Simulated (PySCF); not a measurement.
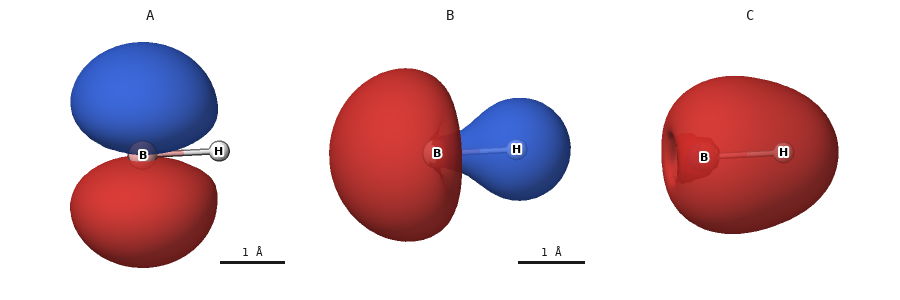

The picture shows: BH. Three frontier orbitals, each drawn at the value that holds 80 % of its norm (red and blue are the two phases), in no order; of a degenerate pair one member is drawn.

These are results of PBE0/6-31G(d,p), non-relativistic, at a bond length of 1.251 Å in PySCF 2.14.0, not measurements.

Question: Label each orbital by symmetry, say whether it is occupied, and order them by energy.

Answer: Orbital C: σ, occupied, −13.22 eV; shared between the atoms (B 65 %, H 35 %).
Orbital B: σ, occupied, −6.30 eV; mainly on B (85 %).
Orbital A: π, empty, −1.84 eV; mainly on B (90 %).
